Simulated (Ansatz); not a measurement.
**C3H6Si: single-point calculation**

System: C3H6Si, SMILES C1=C[SiH2]C1.
Method: RKS PBE0-D4/def2-TZVPP (Ansatz 0.2.0).

The geometry comes from this level: PBE0-D4/def2-TZVP.

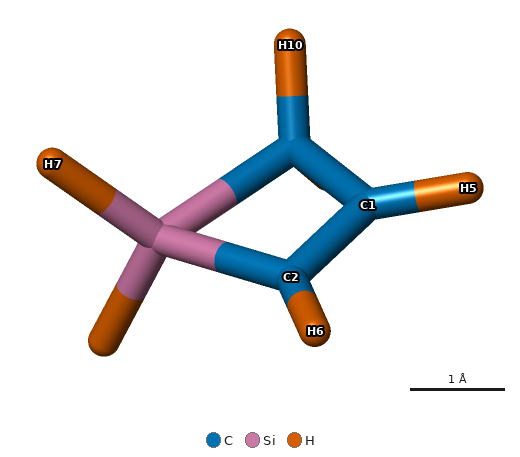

**Figure 1.** The structure (stick view, seen at a tilt; atoms are numbered from 1 in the order of the input). Bond lengths as drawn: C–C 1.34 to 1.52 Å, C–H 1.08 to 1.09 Å, C–Si 1.85 to 1.90 Å and H–Si 1.49 Å.

**Input file**
```yaml
crystal:
  periodic: [false, false, false]
  atoms:
    - {symbol: C, position_ang: [-0.743663, 0.795598, -0.267872]}
    - {symbol: C, position_ang: [-1.111588, -0.482352, -0.457775]}
    - {symbol: Si, position_ang: [0.532222, -1.060628, 0.169455]}
    - {symbol: C, position_ang: [0.666549, 0.827932, 0.289236]}
    - {symbol: H, position_ang: [-1.340751, 1.686072, -0.471834]}
    - {symbol: H, position_ang: [-2.059360, -0.834432, -0.843728]}
    - {symbol: H, position_ang: [1.443844, -1.747340, -0.788619]}
    - {symbol: H, position_ang: [0.563018, -1.826609, 1.447301]}
    - {symbol: H, position_ang: [0.741557, 1.266060, 1.287461]}
    - {symbol: H, position_ang: [1.391270, 1.324400, -0.360626]}
basis:
  gaussian: {orbitals: def2-TZVPP}
hamiltonian: {xc: pbe0, dispersion: d4}
output: {orbitals: {seedname: orbitals}}
```

Run on 2 threads of Arm Neoverse V2, 23 GiB of memory available, shared host.

Launched with:
```bash
ansatz run in.yaml --threads 2 --pin off --events-out ev --progress --plain --max-ram 4352MiB
```

**What the program printed**
```
Functional definition: PBE0
  name "PBE0"
  cite "Adamo & Barone, J. Chem. Phys. 110, 6158 (1999) doi:10.1063/1.478522"
  cite "Perdew, Burke & Ernzerhof, Phys. Rev. Lett. 77, 3865 (1996) doi:10.1103/PhysRevLett.77.3865"
  parent pbe
  parameter a = 0.25
  parameter kappa = 0.804
  parameter beta = 0.06672455060314922
  exchange = (1 - a)*pbe_x(kappa = kappa, mu = beta*pi^2/3) + a*exact_x
  correlation = pbe_c(beta = beta)
1185 factors; their error is unknown
mean field evaluation 1: about -11070.8353 eV, gradient 5.9e1 eV
mean field evaluation 2: about -11063.4293 eV, gradient 7.7e1 eV
mean field evaluation 4: about -11079.2511 eV, gradient 5.4e0 eV
mean field evaluation 8: about -11079.3208 eV, gradient 5.6e-2 eV
mean field evaluation 16: about -11079.3334 eV, gradient 7.8e-5 eV
mean field -11079.33335803 eV, -407.1579910658 hartree, gradient 7.8e-5 eV, S^2 0.000000; 0 other end points of the search recorded, 0 dependent functions left out
reference -11079.33338945 eV, -407.1579922205 hartree; 19, 19 occupied and 200, 200 virtual orbitals, 1185 factors
Total energy: -11079.49945286 eV, -407.1640949380 hartree
```

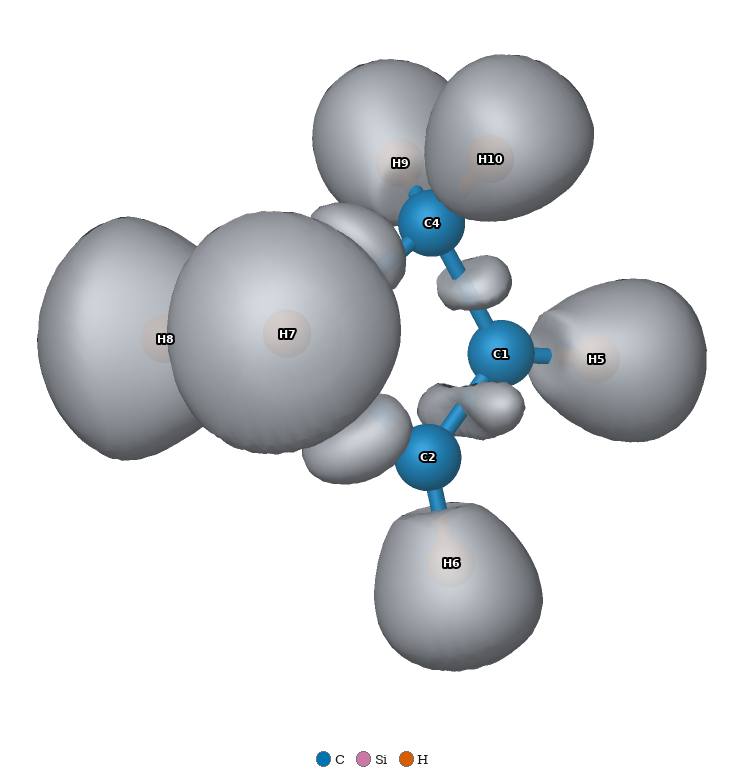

**Figure 2.** Isosurface of the ELF at 0.85 (grey), seen at a tilt. Only the valence region is drawn (cores and ρ < 0.01 e/Å³ removed). Values along the shortest contacts: C–C (1.34 Å): the ELF peaks at about 0.95 between the atoms (a double or triple bond).

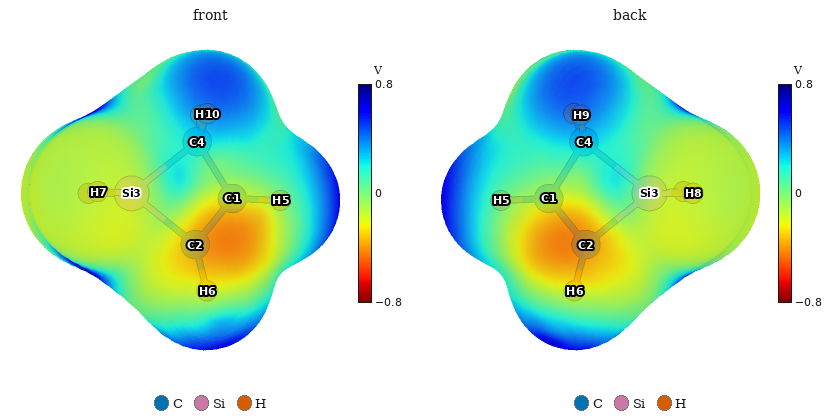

**Figure 3.** The molecular electrostatic potential painted on the density surface at 0.001 e/bohr³, seen face on and from behind; the colour scale runs from red (negative) to blue (positive).

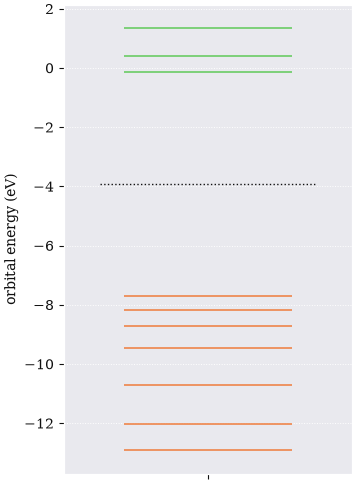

**Figure 4.** Orbital energies near the frontier; the dotted line parts filled from empty levels, and levels within 0.02 eV of each other stand side by side. Highest filled −7.69 eV, lowest empty −0.15 eV, 7.54 eV apart.

**Summary**

| quantity | value |
| --- | --- |
| outcome | converged |
| total energy | −11079.4995 eV |
| mean-field energy | −11079.3334 eV |
| dispersion energy | −0.1661 eV |
| SCF solution under orbital rotations | stable |
| HOMO | −7.69 eV |
| LUMO | −0.15 eV |
| wall time | 3.2 s (CPU time 6.1 s) |
| peak memory | 0.42 GiB |
